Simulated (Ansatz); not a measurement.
## Electronic structure of C4H7BSi (SMILES [SiH3]C1=CC=CB1) in real space

Input file:

```
crystal:
  periodic: [false, false, false]
  atoms:
    - {symbol: C, position_ang: [-0.663410, 0.631340, -1.006461]}
    - {symbol: C, position_ang: [0.328134, 1.550778, -0.990180]}
    - {symbol: C, position_ang: [1.050617, 1.614547, 0.329848]}
    - {symbol: C, position_ang: [0.547228, 0.734091, 1.213845]}
    - {symbol: B, position_ang: [-0.626098, -0.005281, 0.454446]}
    - {symbol: Si, position_ang: [-1.770885, 0.264221, -2.450391]}
    - {symbol: H, position_ang: [-3.207271, 0.491373, -2.095261]}
    - {symbol: H, position_ang: [-1.640317, -1.165105, -2.875939]}
    - {symbol: H, position_ang: [-1.418351, 1.143511, -3.608958]}
    - {symbol: H, position_ang: [0.612733, 2.203316, -1.824799]}
    - {symbol: H, position_ang: [1.879666, 2.309659, 0.500795]}
    - {symbol: H, position_ang: [0.922489, 0.613137, 2.231267]}
    - {symbol: H, position_ang: [-1.348984, -0.871288, 0.885470]}
basis:
  gaussian:
    orbitals: def2-SVPD
hamiltonian:
  xc: pbe0
output: {forces: true, orbitals: {seedname: orbitals}}
```

Command:

```sh
ansatz run input.yaml --threads 2 --pin off --max-ram 5220MiB --events-out events.jsonl --progress --plain --runs-dir runs
```

Geometry: PBE0-D3(BJ)/def2-SVP.

Computed with Ansatz 0.2.0, isolated molecule in a Gaussian basis; Kohn-Sham density functional theory, functional PBE0.

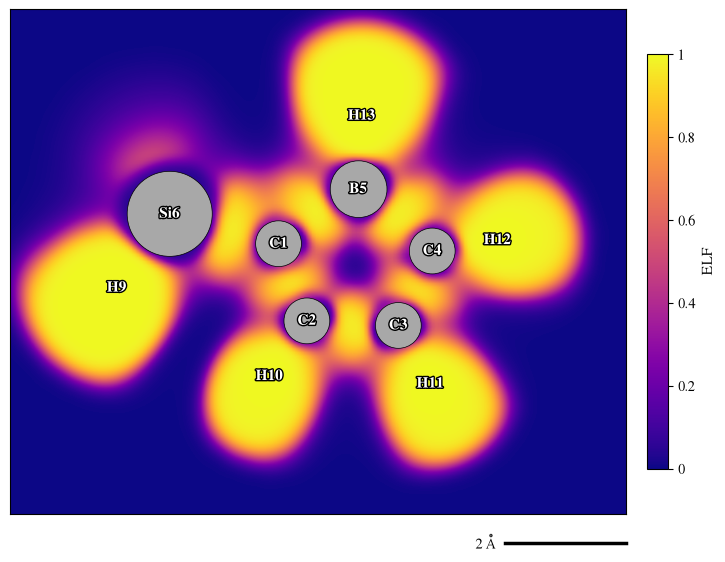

Figure 1. Electron localisation function on the plane of atoms C4, B5 and H13. Grey discs cover the atomic cores.

Interpret the plot.

- The plane passes through C, B, Si and H nuclei.
- C–C (1.35 Å): the ELF peaks at about 0.90 between the atoms, as expected for a covalent bond.
- C–B (1.58 Å): the ELF peaks at about 0.95 between the atoms; localised, covalent bonding.
- C–Si (1.86 Å): the ELF peaks at about 0.95 between the atoms (localised, covalent bonding).
- C–H (1.09 Å): the ELF climbs to about 1 towards the hydrogen, as it does in any bond to H: a covalent bond by its length.
- C–C (1.51 Å): the ELF peaks at about 0.95 between the atoms: localised, covalent bonding.

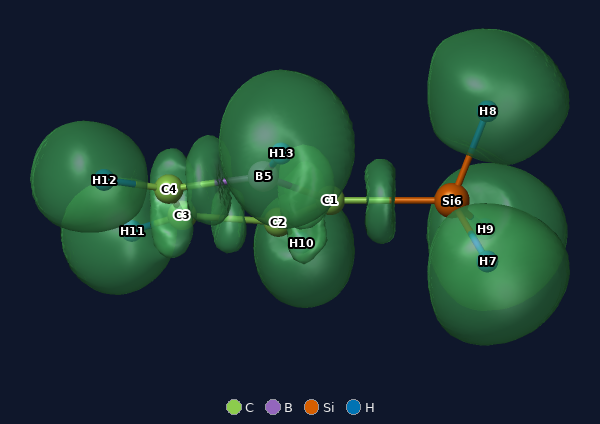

Figure 2. Isosurface of the ELF at 0.85 (green), seen from one side. Core shells and regions of very low density are left out.

What do the ELF domains correspond to?

The surface consists of two regions between bonded B–C atoms (shared pairs), three regions between bonded C–C atoms (shared pairs), one region between bonded C–Si atoms (shared pairs) and seven regions around hydrogen nuclei.

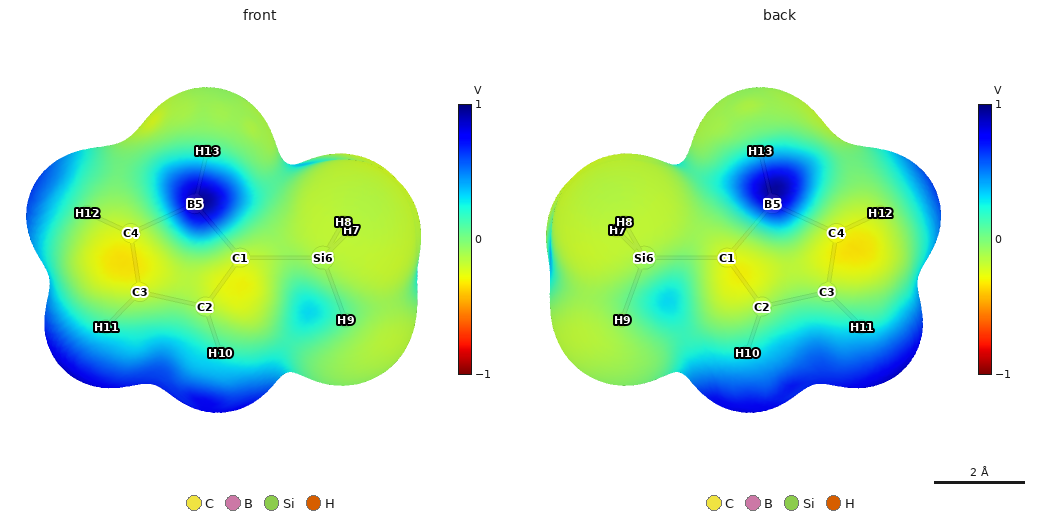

Figure 3. The molecular electrostatic potential painted on the density surface at 0.001 e/bohr³, seen from the front and from behind; the colour scale runs from red (negative) to blue (positive).

Where is the surface potential most negative and most positive?

The most negative region (about −0.3 V, or −7 kcal/mol for a unit charge) lies over the π face of C1, C2, C3 and C4, the most positive (about +0.9 V, or +21 kcal/mol for a unit charge) over B5 and H11.

What dipole moment does the calculation give?

Its dipole moment is 1.61 D.
